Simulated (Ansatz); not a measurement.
```xyz
5

Si   -0.2905   -0.3488    0.3409
Cl    1.3659   -1.5252    0.0341
H    -1.0484    0.3858   -0.9523
F    -0.1249    1.0692   -0.9868
H     0.0978    0.4190    1.5639
```

A transition-state structure; geometry: PBE0-D4/def2-TZVP.

The calculation used Ansatz 0.2.0, RKS PBE0-D4/def2-TZVPP.

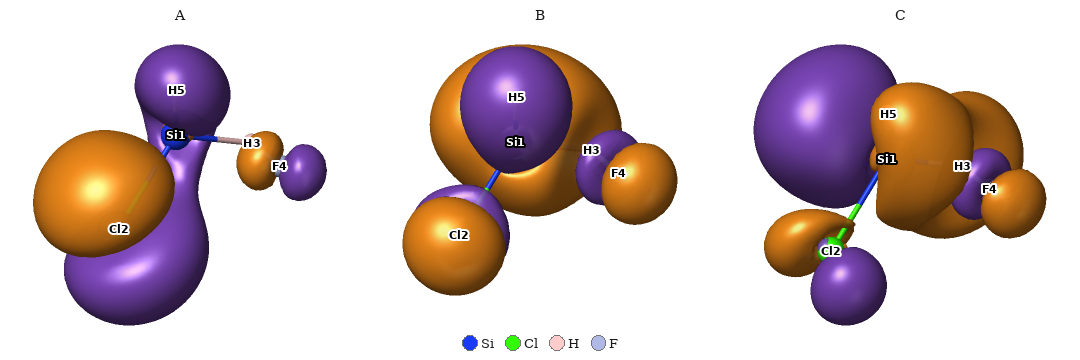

ClFH$_{2}$Si. Three frontier orbitals at ±0.08 Å⁻³ᐟ² (orange and purple are the two phases), in no order.

Order the three orbitals by energy and name them.

Answer. A is the HOMO−1 (−9.69 eV). Its weight (Hirshfeld) is mainly on Cl2 (about 80 %) and Si1 (about 15 %); largely a lone pair of Cl2. B is the HOMO (−7.13 eV). Its weight (Hirshfeld) is mainly on Si1 (about 50 %), F4 (about 15 %), Cl2 (about 15 %), H3 (about 10 %) and H5 (about 10 %). C is the LUMO (−2.01 eV). Its weight (Hirshfeld) is mainly on Si1 (about 55 %), H3 (about 15 %), F4 (about 15 %) and Cl2 (about 10 %).

What is the HOMO–LUMO gap?

Answer. 5.12 eV between the orbital energies.
